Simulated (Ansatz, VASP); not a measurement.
# AlGaAsN in two plane-wave programs, part 2 of 2

Wanted: the spread between two codes on one cell, functional and k mesh. The cell is invented: As first built, before any earlier steps moved the atoms (in the runner's words): it takes the AlGaN2 structure with some of its atoms replaced by other elements, volume scaled by an estimate. It may not be a known or stable phase. The cell is taken from a series of VASP runs on this material, whose earlier steps may have relaxed, scaled or displaced it; both programs get it as it stands. Valence electrons are named where the data sets of a main pair hold unlike numbers.

VASP 6.6.1 and Ansatz 0.2.0.

So far: Set-up; Ansatz: band structure, HSE06.

## Step 3: VASP: band structure, HSE06

Level of this step: HSE06; plane waves and PAW (As, Ga_d, Al, N); invented cell (VASP).

The same cell, functional, mesh and smearing now go to VASP, with its own data sets.

Lines of VASP's logs that name or quote its potential files are left out, and so is its time.

The run reads the wave functions of an earlier VASP run, which isn't shown here.

File INCAR:

```
SYSTEM = AlGaAsN
PREC = Accurate
ENCUT = 520
EDIFF = 1E-06
NELM = 100
ISMEAR = -1
SIGMA = 0.05
LREAL = .FALSE.
ALGO = Normal
LHFCALC = .TRUE.
AEXX = 0.25
GGA = PE
HFSCREEN = 0.2
LASPH = .TRUE.
NBANDS = 19
PRECFOCK = Fast
LORBIT = 11
LWAVE = .FALSE.
LCHARG = .FALSE.
KPAR = 2
```

File POSCAR:

```
AlGaAsN
1.0
    3.5327190379      0.0000000000      0.0000000000
   -1.7663595190      3.0594241788      0.0000000000
    0.0000000000      0.0000000000      6.0245879883
As Ga Al N
1 1 1 1
Direct
    0.0000000000      0.0000000000      0.6321345327
    0.6666666700      0.3333333300      0.4440523102
    0.0000000000      0.0000000000      0.0462720779
    0.6666666700      0.3333333300      0.1139410893
```

File KPOINTS:

```
Automatic mesh
0
Gamma
5 5 3
0 0 0
```

File KPOINTS_OPT:

```
Line mode
6
Line-mode
Reciprocal
  0.00000000   0.00000000   0.00000000 GAMMA
  0.50000000   0.00000000   0.00000000 M

  0.50000000   0.00000000   0.00000000 M
  0.33333333   0.33333333   0.00000000 K

  0.33333333   0.33333333   0.00000000 K
  0.00000000   0.00000000   0.00000000 GAMMA

  0.00000000   0.00000000   0.00000000 GAMMA
  0.00000000   0.00000000   0.50000000 A

  0.00000000   0.00000000   0.50000000 A
  0.50000000   0.00000000   0.50000000 L

  0.50000000   0.00000000   0.50000000 L
  0.33333333   0.33333333   0.50000000 H

  0.33333333   0.33333333   0.50000000 H
  0.00000000   0.00000000   0.50000000 A

  0.50000000   0.00000000   0.50000000 L
  0.50000000   0.00000000   0.00000000 M

  0.33333333   0.33333333   0.00000000 K
  0.33333333   0.33333333   0.50000000 H
```

PAW data sets: As, Ga_d, Al and N (PBE family, release 64).

Started as:

```console
> mpirun -np 2 vasp_std
```

Numbers of over 12 decimals in the logs are rounded to 6 here.

The program printed:

```text
[banner, memory and clock lines left out]
running    2 mpi-ranks, on    1 nodes
 distrk:  each k-point on    1 cores,    2 groups
 distr:  one band on    1 cores,    1 groups

 POSCAR found type information on POSCAR AsGaAlN
 POSCAR found :  4 types and       4 ions
 LDA part: xc-table for (Slater+PW92), standard interpolation
 found WAVECAR, reading the header
 POSCAR, INCAR and KPOINTS ok, starting setup
 FFT: planning ... GRIDC
 FFT: planning ... GRID_SOFT
 FFT: planning ... GRID
 reading WAVECAR
 the WAVECAR file was read successfully
 initial charge from wavefunction
 entering main loop
       N       E                     dE             d eps       ncg     rms          rms(c)
DAV:   1    -0.249147182036E+02   -0.24915E+02   -0.13619E+00   695   0.235E+01    0.711E+00
DAV:   2    -0.249161304882E+02   -0.14123E-02   -0.11698E-01   682   0.638E+00    0.513E+00
DAV:   3    -0.249111079252E+02    0.50226E-02   -0.21712E-02   684   0.237E+00    0.345E+00
DAV:   4    -0.249099945074E+02    0.11134E-02   -0.52013E-03   659   0.561E-01    0.215E+00
DAV:   5    -0.249096754704E+02    0.31904E-03   -0.68205E-04   564   0.169E-01    0.130E+00
DAV:   6    -0.249095602550E+02    0.11522E-03   -0.98392E-05   585   0.102E-01    0.781E-01
DAV:   7    -0.249095167155E+02    0.43539E-04   -0.48416E-05   636   0.661E-02    0.472E-01
DAV:   8    -0.249095035157E+02    0.13200E-04   -0.15484E-05   582   0.283E-02    0.276E-01
DAV:   9    -0.249094986687E+02    0.48470E-05   -0.34536E-06   535   0.134E-02    0.161E-01
DAV:  10    -0.249094972563E+02    0.14124E-05   -0.12886E-06   431   0.769E-03    0.939E-02
DAV:  11    -0.249094968585E+02    0.39784E-06   -0.51408E-07   350   0.643E-03
   1 F= -.24909497E+02 E0= -.24907732E+02  d E =-.352951E-02
 Start KPOINTS_OPT (optional k-point list driver)
k-point batch [1-12\54]
       N       E                     dE             ncg
DAV:   1     0.874688790492E+03   -0.74767E+04      467
DAV:   2    -0.141377279502E+04   -0.22885E+04      475
DAV:   3    -0.171916973000E+04   -0.30540E+03      525
DAV:   4    -0.173695196749E+04   -0.17782E+02      585
DAV:   5    -0.173748292537E+04   -0.53096E+00      625
DAV:   6    -0.173749398248E+04   -0.11057E-01      655
DAV:   7    -0.173749414476E+04   -0.16228E-03      661
DAV:   8    -0.173749414724E+04   -0.24713E-05      537
DAV:   9    -0.173749414735E+04   -0.11156E-06      522
[...]
k-point batch [49-54\54]
       N       E                     dE             ncg
DAV:   1     0.580863386022E+04   -0.55443E+04      228
DAV:   2     0.472241526689E+04   -0.10862E+04      231
DAV:   3     0.459112082829E+04   -0.13129E+03      270
DAV:   4     0.458486996147E+04   -0.62509E+01      277
DAV:   5     0.458470677852E+04   -0.16318E+00      290
DAV:   6     0.458470147183E+04   -0.53067E-02      320
DAV:   7     0.458470136767E+04   -0.10416E-03      312
DAV:   8     0.458470136516E+04   -0.25091E-05      256
DAV:   9     0.458470136507E+04   -0.93627E-07      248
```

Parts of OUTCAR (step 3):

```text
ion  position               nearest neighbor table
   1  0.000  0.000  0.632-   2 2.33   2 2.33   2 2.33   3 2.50
   2  0.667  0.333  0.444-   4 1.99   1 2.33   1 2.33   1 2.33
   3  0.000  0.000  0.046-   4 2.08   4 2.08   4 2.08   1 2.50
   4  0.667  0.333  0.114-   2 1.99   3 2.08   3 2.08   3 2.08

  LATTYP: Found a hexagonal cell.
 ALAT       =     3.5327190379
 C/A-ratio  =     1.7053685628

 Subroutine GETGRP returns: Found  6 space group operations
 (whereof  6 operations were pure point group operations)

The static configuration has the point symmetry C_3v.

 Found     12 irreducible k-points:

   k-points           NKPTS =     12   k-points in BZ     NKDIM =     75   number of bands    NBANDS=     19

   dimension x,y,z NGX =    28 NGY =   28 NGZ =   48
   dimension x,y,z NGXF=    56 NGYF=   56 NGZF=   96

   ENCUT  =  520.0 eV  38.22 Ry    6.18 a.u.   6.57  6.57 11.20*2*pi/ulx,y,z

   NELECT =      26.0000    total number of electrons

 k-points in reciprocal lattice and weights: Automatic mesh
   0.00000000  0.00000000  0.00000000       0.013
   0.20000000  0.00000000  0.00000000       0.080
   0.40000000  0.00000000  0.00000000       0.080
   0.20000000  0.20000000  0.00000000       0.080
   0.40000000  0.20000000  0.00000000       0.080
   0.00000000  0.00000000  0.33333333       0.027
   0.20000000  0.00000000  0.33333333       0.080
   0.00000000  0.20000000  0.33333333       0.080
   0.40000000  0.00000000  0.33333333       0.080
   0.00000000  0.40000000  0.33333333       0.080
   0.20000000  0.20000000  0.33333333       0.160
   0.40000000  0.20000000  0.33333333       0.160

  exchange ACFDT corr.  =         0.00000000  see jH, gK, PRB 81, 115126

 average (electrostatic) potential at core
       1 -44.2312       2 -57.4009       3 -71.9846       4 -58.4754

 E-fermi :   6.5534

 k-point     1 :       0.0000    0.0000    0.0000
  band No.  band energies     occupation
    ...
     10       1.5106      2.00000
     11       3.5424      2.00000
     12       5.2984      2.00000
     13       6.5184      1.33645
     14       6.5184      1.33643
     15      10.4189      0.00000
     16      11.8371      0.00000
     17      11.8371      0.00000
     18      12.1862      0.00000
     19      13.5556      0.00000

 k-point     2 :       0.2000    0.0000    0.0000
  band No.  band energies     occupation
    ...
      9      -0.1097      2.00000
     10       1.1948      2.00000
     11       3.0455      2.00000
     12       3.4861      2.00000
     13       5.6004      2.00000
     14       6.8290      0.00804
     15       9.9724      0.00000
     16      11.3784      0.00000
     17      12.0315      0.00000
     18      12.5335      0.00000
    ...

 k-point     3 :       0.4000    0.0000    0.0000
  band No.  band energies     occupation
    ...
      9      -1.1504      2.00000
     10      -0.0053      2.00000
     11       0.7408      2.00000
     12       2.2654      2.00000
     13       4.5930      2.00000
     14       7.7009      0.00000
     15       9.0913      0.00000
     16       9.7569      0.00000
     17      11.6548      0.00000
     18      12.0997      0.00000
    ...

  energy-cutoff  :      520.00
  volume of cell :       65.11
      direct lattice vectors                 reciprocal lattice vectors
     3.532719038  0.000000000  0.000000000     0.283068081  0.163429446  0.000000000
    -1.766359519  3.059424179  0.000000000     0.000000000  0.326858893  0.000000000
     0.000000000  0.000000000  6.024587988     0.000000000  0.000000000  0.165986454

 POSITION                                       TOTAL-FORCE (eV/Angst)
 -----------------------------------------------------------------------------------
      0.00000      0.00000      3.80835         0.000000     -0.000000     -0.284875
      1.76636      1.01981      2.67523         0.000000     -0.000000      0.316206
      0.00000      0.00000      0.27877         0.000000     -0.000000     -0.307301
      1.76636      1.01981      0.68645        -0.000000      0.000000      0.275970
 -----------------------------------------------------------------------------------
    total drift:                               -0.000016      0.000003      0.000615

  FREE ENERGIE OF THE ION-ELECTRON SYSTEM (eV)
  ---------------------------------------------------
  free  energy   TOTEN  =       -24.9094968585 eV

  energy  without entropy=      -24.9059673518  energy(sigma->0) =      -24.90773211

 total charge
# of ion       s       p       d       tot
------------------------------------------
    1        1.218   1.773   0.040   3.031
    2        0.829   0.954  10.086  11.869
    3        0.397   0.322   0.000   0.719
    4        1.231   2.427   0.000   3.657
--------------------------------------------------
tot          3.674   5.475  10.127  19.276

[... 3 further parts left out ...]
```

The k-mesh is coarse for a metal. Spin-orbit coupling is off here; it would split degenerate levels.

## Step 4: Side by side

Known differences besides the potentials themselves: exact exchange at q = 0 is treated differently, which shows on coarse meshes; VASP keeps PBE cores, Ansatz makes them for the functional; the data sets hold 36 valence electrons in Ansatz (on its default PAW (the set named soft_2) files) and 26 in VASP; the cutoff is 420 eV in Ansatz and 520 eV in VASP; VASP takes a coarser grid for exact exchange (PRECFOCK = Fast). Total energies have different zeros and are not compared.

Forces (eV/Å; atoms numbered as in POSCAR):

```csv
atom,"Ansatz x, y, z","VASP x, y, z"
As1,"0.000, 0.000, -0.265","0.000, 0.000, -0.285"
Ga2,"0.000, 0.000, 0.273","0.000, 0.000, 0.316"
Al3,"0.000, 0.000, -0.278","0.000, 0.000, -0.307"
N4,"0.000, 0.000, 0.270","0.000, 0.000, 0.276"
```

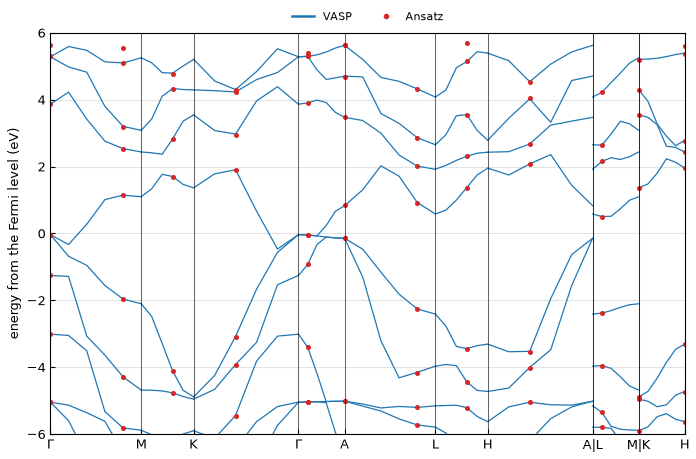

Bands from VASP (lines) and levels from Ansatz (dots). Dots without a line are higher empty bands that the VASP plot leaves out.

The forces differ by 16 meV/Å r.m.s., which is 9.4 % of the r.m.s. force of 0.171 eV/Å (both taken over all components). Levels from 3 eV below to 2 eV above the Fermi level differ by 9 meV r.m.s. and 17 meV at most; each VASP level is matched to the nearest of Ansatz, which flatters the figure a little.

## Step 5: What the set-up changes

Further runs change the set-up of one program: Ansatz's method, potentials or start, or VASP's data sets, cutoff or form of LDA. The table gives that difference for each run.

```csv
run,r.m.s. force difference (meV/Å)
as above,16
cores kept as stored,16
norm-conserving potentials (cutoff 1240 eV),141
```

## Step 6: What came out

* r.m.s. force difference (band structure, HSE06): 16 meV/Å

**Reading.** The r.m.s. force difference is 16 meV/Å (band structure, HSE06), beyond the 12 meV/Å picked in this series as the mark of a large difference. The data sets hold unlike numbers of valence electrons (36 in Ansatz and 26 in VASP), so part of the differences comes from the potentials. Band structure, HSE06, norm-conserving potentials (cutoff 1240 eV): r.m.s. force difference goes from 16 to 141 meV/Å. 1 further run of this series is not shown here. Such differences can come from data sets, numerical settings and the points named under the comparisons, not from the functional's error against experiment.

[Lines on the potential files, build, host, timing and source positions are cut from VASP's logs without a mark.]

[Logs are printed without paths, hosts, clocks, repeated set-up lines and the standing remarks that a program may print on its own settings, such as how far it seeks lower states.]

[Hosts, paths, dates, database ids (printed as entryN), source tags and the programs' standing remarks are cut or masked in the printed files.]
